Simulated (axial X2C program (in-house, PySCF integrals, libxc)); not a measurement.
# SiC: from the state search to constants

What are the state, bond length, wavenumber and bond energy of SiC, and what does spin–orbit coupling change?

The runs use an in-house X2C program for linear molecules on PySCF integrals; all-electron X2C, Si dyall-v3z, C dyall-v3z.

All values are calculated.

### Step 1. Set-up

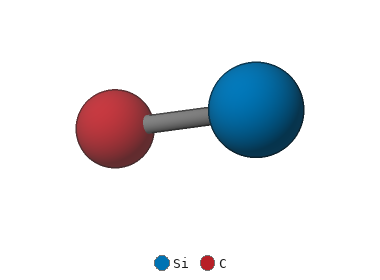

The two atoms at 1.740 Å (silicon blue, carbon red).

task.json reads:

```json
{
 "zs": [
  14,
  6
 ],
 "q": 0,
 "bas": [
  "dyall-v3z",
  "dyall-v3z"
 ],
 "levels": [
  "PBE0",
  "HF",
  "BP86"
 ],
 "cc": true,
 "r0": 1.74,
 "thr": -2.0,
 "nmax": 90,
 "npts": 10,
 "nst": 2,
 "ntry": 6
}
```

Keys: zs atomic numbers; q charge; bas basis sets; levels methods (HF also brings MP2); cc coupled cluster on or off; r0 starting distance in Å; thr threshold in hartree for freezing inner shells (an s shell follows its p shell); nmax most natural virtual spinors; npts points asked for on the curve; nst determinants followed; ntry starts of the search.

Launch:

```console
$ python so2c.py task.json out
```

Spin-free means the one-electron spin-free X2C Hamiltonian; two-component (2c) means X2C with spin–orbit coupling and atomic mean-field two-electron Coulomb and Gaunt terms. Basis: Si dyall-v3z contracted to [8s7p2d1f], C dyall-v3z contracted to [7s6p2d1f]; Gaussian nuclei, density fitting. Masses: Si 27.977 u, C 12.000 u.

Notation: σ, π±, δ± give the projection m of an orbital's angular momentum (0, ±1, ±2), α and β its spin, Λ and M_S the sums; ω is the projection of a spinor's total angular momentum and Ω the sum. Logs are in hartree.

The results follow Hamiltonian by Hamiltonian and level by level.

### Step 2. State search with PBE0

Determinants are compared with PBE0 at 1.740 Å.

Spin-free determinants:

```
ΔE (eV)           state                              open shells
   0.00  M_S = 1, Λ = 1  beyond closed shells: σα, π+α, π+β, π-α
   0.29  M_S = 1, Λ = 0           beyond closed shells: π+α, π-α
   0.30  M_S = 0, Λ = 1  beyond closed shells: σβ, π+α, π+β, π-α
   1.16  M_S = 0, Λ = 2           beyond closed shells: π+α, π+β
   1.16  M_S = 0, Λ = 0           beyond closed shells: π+β, π-α
   1.38  M_S = 0, Λ = 0                             closed shell
   2.08  M_S = 2, Λ = 1   beyond closed shells: σα, 2 × π+α, π-α
```

Two-component determinants:

```json
{"ΔE (eV)": "0.00", "state": "Ω = 2", "open shells": "excess of +ω over −ω: ω = 1/2, ω = 3/2"}
{"ΔE (eV)": "0.29", "state": "Ω = 1", "open shells": "excess of +ω over −ω: ω = -1/2, ω = 3/2"}
{"ΔE (eV)": "0.32", "state": "Ω = 1", "open shells": "excess of +ω over −ω: 2 × ω = 1/2"}
{"ΔE (eV)": "1.16", "state": "Ω = 0", "open shells": "closed shell"}
{"ΔE (eV)": "1.18", "state": "Ω = 0", "open shells": "closed shell"}
{"ΔE (eV)": "2.09", "state": "Ω = 3", "open shells": "excess of +ω over −ω: 2 × ω = 3/2"}
{"ΔE (eV)": "3.72", "state": "Ω = 4", "open shells": "excess of +ω over −ω: 2 × ω = 1/2, 2 × ω = 3/2"}
```

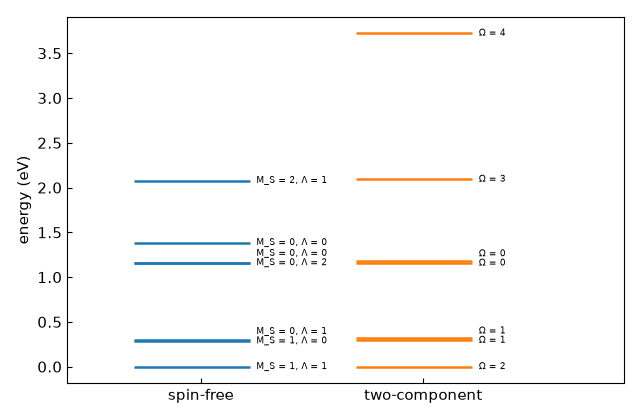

The determinants found, each set from its own lowest.

### Step 3. PBE0, spin-free

State followed: M_S = 1, Λ = 1 (beyond closed shells: σα, π+α, π+β, π-α). The scan is laid around 1.723 Å, a first estimate of the minimum, and this SCF restarts from the orbitals of the search.

The SCF at the reference distance of 1.723 Å:

```text
spin-free X2C-1e  PBE0
basis functions 88  fitting functions 555  grid points 4356
iter        total energy     max residual
   1       -327.538762429     9.75e-01
   2       -327.847158251     1.19e-02
   3       -327.846037256     1.60e-02
   4       -327.847566621     6.15e-03
   5       -327.847881358     3.36e-04
   6       -327.847882850     1.20e-04
   7       -327.847883112     6.91e-05
   8       -327.847883326     3.29e-05
   9       -327.847883420     1.16e-05
  10       -327.847883427     3.62e-06
  11       -327.847883428     6.35e-07
converged
one-electron -503.67774361  Coulomb 176.07516971  exact exchange -6.35815287  xc functional -19.68569740  nuclear repulsion 25.79854075
```

Along the bond, energies from the lowest point:

```tsv
R (Å)	E (eV)	μ (D)	HOMO (eV)	LUMO (eV)	iterations
1.499	1.0564	-1.10	-7.16	-4.78	12
1.568	0.4368	-1.26	-6.93	-4.62	12
1.620	0.1703	-1.38	-6.77	-4.52	12
1.671	0.0343	-1.49	-6.62	-4.42	11
1.723	0.0000	-1.59	-6.48	-4.34	11
1.783	0.0568	-1.69	-6.33	-4.25	11
1.844	0.1887	-1.77	-6.20	-4.18	12
1.921	0.4285	-1.86	-6.07	-4.11	13
2.016	0.7765	-1.95	-5.97	-4.04	13
2.154	1.3083	-2.14	-5.93	-4.00	13
```

Dipoles are positive if C is the positive end.

Outer orbitals at the reference distance:

```tsv
symmetry	occupied	ε (eV)	atomic character
σα	yes	-18.71	55% C s, 22% Si s, 12% Si p
σβ	yes	-16.51	46% C s, 31% Si s, 9% Si p
σα	yes	-11.51	38% C p, 34% Si s, 15% C s
σβ	yes	-9.70	41% Si s, 28% Si p, 15% C s
σα	yes	-8.07	40% C p, 34% Si p, 20% Si s
π-α	yes	-7.83	66% C p, 28% Si p, 4% Si d
π+α	yes	-7.83	66% C p, 28% Si p, 4% Si d
π+β	yes	-6.48	50% Si p, 46% C p, 2% Si d
π-β	no	-4.34	55% Si p, 42% C p
σβ	no	-3.52	58% C p, 20% Si p, 12% C s
π+α	no	-1.80	64% Si p, 21% C p, 11% Si d
π-α	no	-1.80	64% Si p, 21% C p, 11% Si d
```

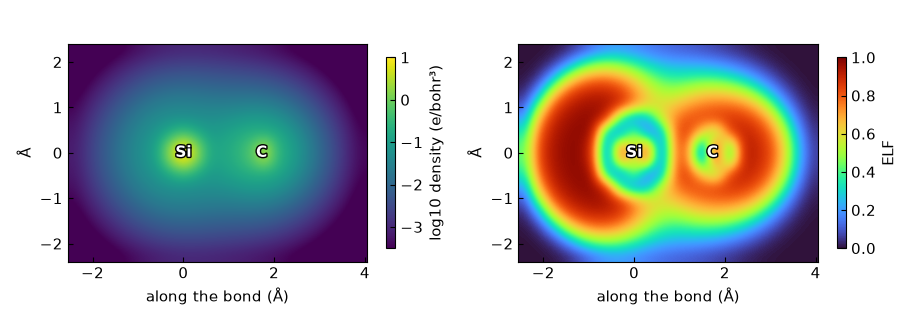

PBE0 fields in a plane through the axis, from a grid of 0.3 Å; Si lies at z = 0 and C at z = 1.723 Å; the ELF is damped to zero where the density is low.

Re = 1.718 Å, ωe = 983 cm⁻¹, ωexe = 7.33 cm⁻¹, Be = 0.6804 cm⁻¹, De = 4.27 eV, μ = -1.58 D.

### Step 4. HF, spin-free

Output at 1.723 Å:

```text
spin-free X2C-1e  HF
basis functions 88  fitting functions 555  grid points 4356
iter        total energy     max residual
   1       -327.236644649     7.52e-02
   2       -327.251307358     1.01e-02
   3       -327.254652205     1.08e-02
   4       -327.257197876     8.43e-03
   5       -327.259690640     8.74e-03
   6       -327.263437912     4.23e-03
   7       -327.264574744     8.92e-04
   8       -327.264603464     5.04e-04
   9       -327.264614613     1.91e-04
  10       -327.264615972     1.26e-04
  11       -327.264616221     6.58e-05
  12       -327.264616398     2.83e-05
  13       -327.264616431     2.74e-06
  14       -327.264616431     2.19e-06
converged
one-electron -503.45552911  Coulomb 175.94795069  exact exchange -25.55557877  xc functional 0.00000000  nuclear repulsion 25.79854075
```

Re = 1.760 Å, ωe = 824 cm⁻¹, ωexe = 5.06 cm⁻¹, Be = 0.648 cm⁻¹, De = 2.54 eV, μ = -0.67 D. ⟨S²⟩ = 2.54 against 2.00 for a pure state, so this determinant mixes spins.

### Step 5. BP86, spin-free

Output at 1.723 Å:

```text
spin-free X2C-1e  BP86
basis functions 88  fitting functions 555  grid points 4356
iter        total energy     max residual
   1       -328.050483760     3.37e-02
   2       -328.052973836     2.11e-03
   3       -328.052869308     6.07e-03
   4       -328.053100819     3.39e-03
   5       -328.053172909     3.81e-04
   6       -328.053182064     3.32e-04
   7       -328.053183524     7.35e-05
   8       -328.053183586     1.40e-05
   9       -328.053183588     4.70e-06
converged
one-electron -503.72310416  Coulomb 176.11294808  exact exchange 0.00000000  xc functional -26.24156826  nuclear repulsion 25.79854075
```

Re = 1.737 Å, ωe = 942 cm⁻¹, ωexe = 5.86 cm⁻¹, Be = 0.6654 cm⁻¹, De = 4.60 eV, μ = -1.71 D.

### Step 6. Correlated methods, spin-free

Correlated methods: 8 electrons correlated (frozen shells, counted by type: Si 2 s, 1 p; C 1 s), 144 virtual spinors in MP2, 90 natural virtuals in coupled cluster.

Output of the correlated part at 1.723 Å:

```text
correlated 8  virtual 144  natural virtual 90  E(MP2) -0.168484997  MP2 remainder -0.002755214
iter   CCSD correlation   residual
   1     -0.185307118   1.38e-01
   2     -0.196482376   7.93e-02
   3     -0.201354944   5.03e-02
   4     -0.205856214   3.33e-02
   5     -0.207462914   1.49e-02
   6     -0.207869993   5.43e-03
   7     -0.207943437   2.62e-03
   8     -0.207896532   1.48e-03
   9     -0.207904319   7.63e-04
  10     -0.207896732   2.66e-04
  11     -0.207902354   1.05e-04
  12     -0.207903987   4.52e-05
  13     -0.207905769   2.16e-05
  14     -0.207906611   9.71e-06
  15     -0.207907027   4.92e-06
  16     -0.207907145   2.12e-06
  17     -0.207907135   9.58e-07
(T) -0.012753019  T1 0.1150  D1 0.2245  max T2 0.108
```

T1 in the output is the amplitude norm over the root of the electron number; divide by √2 for the Lee–Taylor value.

MP2: No constants are quoted: the reference is strongly spin-contaminated.

CCSD: Re = 1.719 Å, ωe = 983 cm⁻¹, ωexe = 6.93 cm⁻¹, Be = 0.679 cm⁻¹, De = 3.81 eV. T1 at Re = 0.081 (Lee–Taylor, the printed value over √2).

CCSD(T): Re = 1.723 Å, ωe = 990 cm⁻¹, ωexe = 6.17 cm⁻¹, Be = 0.6764 cm⁻¹, De = 4.03 eV. T1 at Re = 0.081 (Lee–Taylor, the printed value over √2).

### Step 7. A higher determinant, spin-free

State: M_S = 1, Λ = 0 (beyond closed shells: π+α, π-α).

Output at the reference distance:

```text
spin-free X2C-1e  PBE0
basis functions 88  fitting functions 555  grid points 4356
iter        total energy     max residual
   1       -327.514129029     9.86e-01
   2       -327.834788694     1.12e-02
   3       -327.834014778     1.51e-02
   4       -327.835614018     2.77e-03
   5       -327.835685549     2.75e-04
   6       -327.835685826     2.20e-05
   7       -327.835685838     2.81e-06
   8       -327.835685838     1.57e-06
converged
one-electron -503.66816720  Coulomb 176.11240716  exact exchange -6.36911789  xc functional -19.70934866  nuclear repulsion 25.79854075
```

```tsv
R (Å)	E above the lowest PBE0 point (eV)
1.499	2.166
1.568	1.267
1.620	0.815
1.671	0.514
1.723	0.332
1.783	0.239
1.844	0.245
1.921	0.360
2.016	0.613
```

Re = 1.808 Å, ωe = 883 cm⁻¹, ωexe = 4.34 cm⁻¹, Be = 0.6138 cm⁻¹, μ = -2.54 D. Te = 0.23 eV.

### Step 8. The spin-free curves together

Energy (eV) of the followed determinant, spin-free, from each level's lowest point:

```tsv
R (Å)	PBE0	HF	MP2 (spin-contaminated)	CCSD	CCSD(T)	BP86
1.499	1.056	1.180	0.830	n/a	n/a	1.180
1.568	0.437	0.550	0.282	0.450	0.474	0.524
1.620	0.170	0.262	0.080	0.178	0.192	0.228
1.671	0.034	0.092	0.000	0.037	0.044	0.063
1.723	0.000	0.010	0.004	0.000	0.000	0.000
1.783	0.057	0.000	0.079	0.054	0.050	0.025
1.844	0.189	0.058	0.207	0.184	0.180	0.128
1.921	0.428	0.203	0.421	0.423	0.425	0.339
2.016	0.777	0.448	0.727	n/a	n/a	0.670
2.154	1.308	0.872	1.211	n/a	n/a	1.207
```

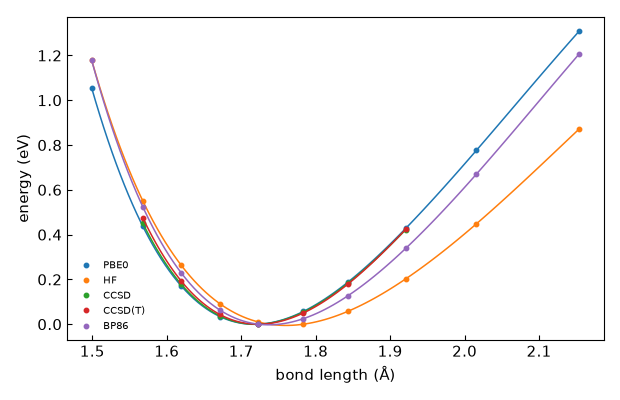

Curves of the followed state, spin-free, each from its own lowest point. Left out: MP2.

### Step 9. PBE0, 2c

State followed: Ω = 2 (excess of +ω over −ω: ω = 1/2, ω = 3/2). The scan is laid around 1.723 Å, a first estimate of the minimum, and this SCF restarts from the orbitals of the search.

Output at 1.723 Å:

```text
two-component X2C + atomic mean field  PBE0
basis functions 88  fitting functions 555  grid points 4356
iter        total energy     max residual
   1       -327.498337401     9.80e-01
   2       -327.809012985     1.19e-02
   3       -327.807901480     1.60e-02
   4       -327.809417204     6.13e-03
   5       -327.809729986     3.35e-04
   6       -327.809731442     1.16e-04
   7       -327.809731684     6.63e-05
   8       -327.809731878     3.21e-05
   9       -327.809731966     1.16e-05
  10       -327.809731973     3.63e-06
  11       -327.809731973     6.34e-07
converged
one-electron -503.57742196  Coulomb 176.04725619  exact exchange -6.35715995  xc functional -19.68254475  nuclear repulsion 25.79854075  atomic mean-field constant -0.03840226
```

Along the bond, energies from the lowest point:

```tsv
R (Å)	E (eV)	μ (D)	HOMO (eV)	LUMO (eV)	iterations
1.499	1.0580	-1.10	-7.17	-4.78	12
1.568	0.4378	-1.26	-6.93	-4.62	12
1.620	0.1710	-1.38	-6.77	-4.51	12
1.671	0.0347	-1.49	-6.62	-4.42	11
1.723	0.0000	-1.59	-6.48	-4.33	11
1.783	0.0564	-1.69	-6.33	-4.25	11
1.844	0.1878	-1.77	-6.21	-4.17	12
1.921	0.4269	-1.85	-6.07	-4.10	13
2.016	0.7741	-1.95	-5.98	-4.04	13
2.154	1.3050	-2.14	-5.94	-3.99	13
```

Dipoles are positive if C is the positive end.

Outer spinors at the reference distance:

```tsv
ω	occupied	ε (eV)	atomic character	λ mixture
1/2	yes	-18.71	55% C s, 22% Si s, 12% Si p	100% σ
-1/2	yes	-16.51	46% C s, 31% Si s, 9% Si p	100% σ
1/2	yes	-11.51	38% C p, 34% Si s, 15% C s	100% σ
-1/2	yes	-9.70	41% Si s, 28% Si p, 15% C s	100% σ
1/2	yes	-8.07	40% C p, 34% Si p, 20% Si s	100% σ
-1/2	yes	-7.84	66% C p, 28% Si p, 4% Si d	100% π
3/2	yes	-7.83	66% C p, 28% Si p, 4% Si d	100% π
1/2	yes	-6.48	50% Si p, 46% C p	100% π
-3/2	no	-4.33	55% Si p, 42% C p	100% π
-1/2	no	-3.52	58% C p, 20% Si p, 12% C s	100% σ
-1/2	no	-1.80	64% Si p, 21% C p, 11% Si d	100% π
3/2	no	-1.79	64% Si p, 20% C p, 11% Si d	100% π
```

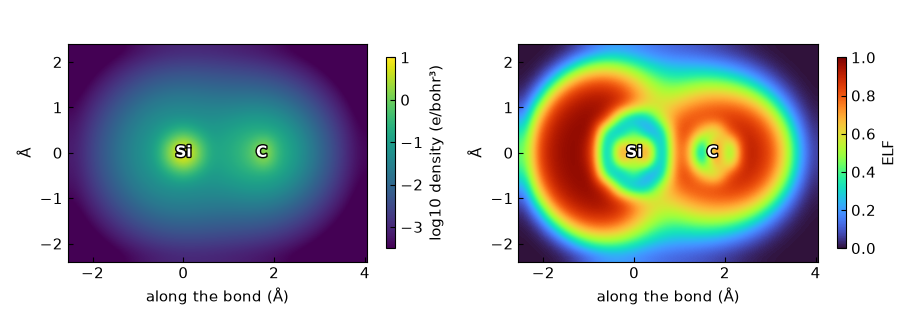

PBE0 fields in a plane through the axis, from a grid of 0.3 Å; Si lies at z = 0 and C at z = 1.723 Å; the ELF is damped to zero where the density is low.

Re = 1.718 Å, ωe = 983 cm⁻¹, ωexe = 7.36 cm⁻¹, Be = 0.6803 cm⁻¹, De = 4.28 eV, μ = -1.58 D.

### Step 10. HF, 2c

Output at 1.723 Å:

```text
two-component X2C + atomic mean field  HF
basis functions 88  fitting functions 555  grid points 4356
iter        total energy     max residual
   1       -327.198667066     7.52e-02
   2       -327.213340558     1.01e-02
   3       -327.216699361     1.08e-02
   4       -327.219256882     8.44e-03
   5       -327.221766660     8.72e-03
   6       -327.225509004     4.14e-03
   7       -327.226595685     8.77e-04
   8       -327.226625224     4.98e-04
   9       -327.226635521     1.88e-04
  10       -327.226636997     1.09e-04
  11       -327.226637173     6.05e-05
  12       -327.226637308     3.13e-05
  13       -327.226637351     8.53e-06
  14       -327.226637353     7.31e-06
  15       -327.226637356     5.51e-06
  16       -327.226637359     1.54e-06
  17       -327.226637359     6.49e-07
converged
one-electron -503.35613285  Coulomb 175.92091615  exact exchange -25.55155915  xc functional 0.00000000  nuclear repulsion 25.79854075  atomic mean-field constant -0.03840226
```

Re = 1.761 Å, ωe = 824 cm⁻¹, ωexe = 5.06 cm⁻¹, Be = 0.6477 cm⁻¹, De = 2.55 eV, μ = -0.67 D.

### Step 11. BP86, 2c

The SCF at the reference distance of 1.723 Å:

```text
two-component X2C + atomic mean field  BP86
basis functions 88  fitting functions 555  grid points 4356
iter        total energy     max residual
   1       -328.012240397     3.37e-02
   2       -328.014732712     2.11e-03
   3       -328.014636587     5.99e-03
   4       -328.014858719     3.44e-03
   5       -328.014932616     3.80e-04
   6       -328.014941798     3.31e-04
   7       -328.014943250     7.34e-05
   8       -328.014943311     1.38e-05
   9       -328.014943313     4.74e-06
converged
one-electron -503.62262254  Coulomb 176.08482421  exact exchange 0.00000000  xc functional -26.23728349  nuclear repulsion 25.79854075  atomic mean-field constant -0.03840226
```

Re = 1.737 Å, ωe = 941 cm⁻¹, ωexe = 5.86 cm⁻¹, Be = 0.6653 cm⁻¹, De = 4.61 eV, μ = -1.71 D.

### Step 12. Correlated methods, 2c

Correlated methods: 8 electrons correlated (frozen shells, counted by type: Si 2 s, 1 p; C 1 s), 144 virtual spinors in MP2, 90 natural virtuals in coupled cluster.

Output of the correlated part at 1.723 Å:

```text
correlated 8  virtual 144  natural virtual 90  E(MP2) -0.168435182  MP2 remainder -0.002753760
iter   CCSD correlation   residual
   1     -0.185260894   1.38e-01
   2     -0.196428075   7.92e-02
   3     -0.201292889   5.03e-02
   4     -0.205787896   3.32e-02
   5     -0.207388438   1.48e-02
   6     -0.207792191   5.39e-03
   7     -0.207864959   2.60e-03
   8     -0.207818338   1.47e-03
   9     -0.207825980   7.57e-04
  10     -0.207818498   2.64e-04
  11     -0.207824083   1.05e-04
  12     -0.207825706   4.60e-05
  13     -0.207827493   2.28e-05
  14     -0.207828365   1.14e-05
  15     -0.207828815   6.82e-06
  16     -0.207828947   4.15e-06
  17     -0.207828915   2.84e-06
  18     -0.207828857   2.05e-06
  19     -0.207828820   1.03e-06
  20     -0.207828814   3.96e-07
(T) -0.012737159  T1 0.1148  D1 0.2241  max T2 0.108
```

MP2: No constants are quoted: the reference is strongly spin-contaminated.

CCSD: Re = 1.720 Å, ωe = 982 cm⁻¹, ωexe = 6.98 cm⁻¹, Be = 0.6788 cm⁻¹, De = 3.81 eV. T1 at Re = 0.081 (Lee–Taylor, the printed value over √2).

CCSD(T): Re = 1.723 Å, ωe = 990 cm⁻¹, ωexe = 6.24 cm⁻¹, Be = 0.6762 cm⁻¹, De = 4.04 eV. T1 at Re = 0.081 (Lee–Taylor, the printed value over √2).

### Step 13. A higher determinant, 2c

State: Ω = 1 (excess of +ω over −ω: ω = -1/2, ω = 3/2).

Output at the reference distance:

```text
two-component X2C + atomic mean field  PBE0
basis functions 88  fitting functions 555  grid points 4356
iter        total energy     max residual
   1       -327.473314243     9.91e-01
   2       -327.796401429     1.12e-02
   3       -327.795627998     1.50e-02
   4       -327.797222350     2.76e-03
   5       -327.797293538     2.75e-04
   6       -327.797293828     2.23e-05
   7       -327.797293852     1.18e-05
   8       -327.797293865     1.06e-05
   9       -327.797293878     9.17e-06
  10       -327.797293905     5.43e-06
  11       -327.797293919     7.71e-07
  12       -327.797293920     1.55e-07
converged
one-electron -503.56620054  Coulomb 176.08286677  exact exchange -6.36805734  xc functional -19.70604131  nuclear repulsion 25.79854075  atomic mean-field constant -0.03840226
```

```tsv
R (Å)	E above the lowest PBE0 point (eV)
1.499	2.175
1.568	1.275
1.620	0.823
1.671	0.520
1.723	0.338
1.783	0.245
1.844	0.251
1.921	0.366
2.016	0.618
```

Re = 1.809 Å, ωe = 882 cm⁻¹, Be = 0.6136 cm⁻¹, μ = -2.54 D. Te = 0.24 eV.

### Step 14. The 2c curves together

Energy (eV) of the followed determinant, 2c, from each level's lowest point:

```tsv
R (Å)	PBE0	HF	MP2 (spin-contaminated)	CCSD	CCSD(T)	BP86
1.499	1.058	1.183	0.832	n/a	n/a	1.181
1.568	0.438	0.552	0.284	0.452	0.475	0.524
1.620	0.171	0.264	0.081	0.178	0.193	0.229
1.671	0.035	0.093	0.000	0.038	0.044	0.063
1.723	0.000	0.011	0.003	0.000	0.000	0.000
1.783	0.056	0.000	0.078	0.054	0.050	0.024
1.844	0.188	0.058	0.205	0.183	0.179	0.127
1.921	0.427	0.202	0.418	0.421	0.423	0.338
2.016	0.774	0.447	0.723	n/a	n/a	0.669
2.154	1.305	0.869	1.207	n/a	n/a	1.204
```

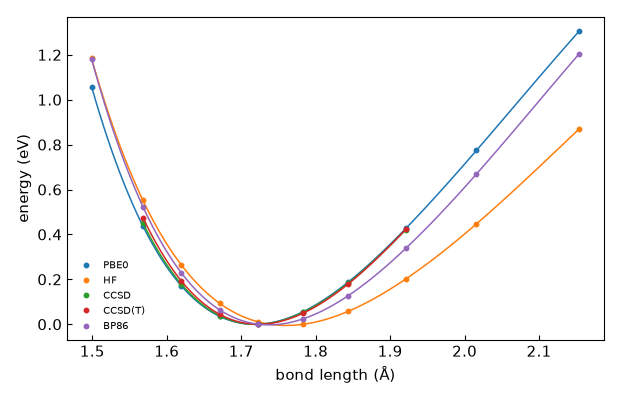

Curves of the followed state, 2c, each from its own lowest point. Left out: MP2.

The whole job took 62 s on 1 thread of Intel Xeon 6975P-C (Granite Rapids), shared host; peak memory 0.45 GiB.

### Step 15. What came out

Lowest determinant that the search found at its distance, spin-free: M_S = 1, Λ = 1 (beyond closed shells: σα, π+α, π+β, π-α).

Lowest determinant that the search found at its distance, 2c: Ω = 2 (excess of +ω over −ω: ω = 1/2, ω = 3/2).

```tsv
Hamiltonian	level	Re (Å)	ωe (cm⁻¹)	De (eV)	μ (D)
spin-free	PBE0	1.718	983	4.27	-1.58
spin-free	HF	1.760	824	2.54	-0.67
spin-free	CCSD	1.719	983	3.81	n/a
spin-free	CCSD(T)	1.723	990	4.03	n/a
spin-free	BP86	1.737	942	4.60	-1.71
2c	PBE0	1.718	983	4.28	-1.58
2c	HF	1.761	824	2.55	-0.67
2c	CCSD	1.720	982	3.81	n/a
2c	CCSD(T)	1.723	990	4.04	n/a
2c	BP86	1.737	941	4.61	-1.71
```

Dipoles are positive if C is the positive end. No constants: spin-free MP2 (the reference is strongly spin-contaminated); 2c MP2 (the reference is strongly spin-contaminated). Spin-free ⟨S²⟩ is off its pure value at HF 2.54.

Time per point (s) on 1 thread of Intel Xeon 6975P-C (Granite Rapids), shared host (2c runs; CCSD comes with the CCSD(T) run); the times are rough: PBE0 0.16, HF 0.065, CCSD(T) 3.3, BP86 0.13.

What this shows: At CCSD(T), going from spin-free to two-component changes Re by 0 mÅ, ωe by 0.0 %; the spin-free picture holds up (part of it comes from the scalar share of the two-electron terms). De moves by +0.01 eV; both De rest on single-determinant atoms, which can miss part of an open shell's spin–orbit lowering.

De refers to Si + C, each in the lowest determinant found, which need not be this curve's own limit. The state is a single determinant with fixed occupations, the lowest that a limited PBE0 search found. De is counted from the lowest determinant-based energies of the atoms at the same level, without counterpoise correction. Density functionals use the spin component along the axis (collinear). CCSD and (T) use frozen natural virtuals with an MP2 correction for the truncation. With several unpaired electrons one determinant need not be a pure state. The spin-free determinant is spin-contaminated at some levels. T1 at Re is 0.081 (Lee–Taylor), above the customary mark of 0.02.
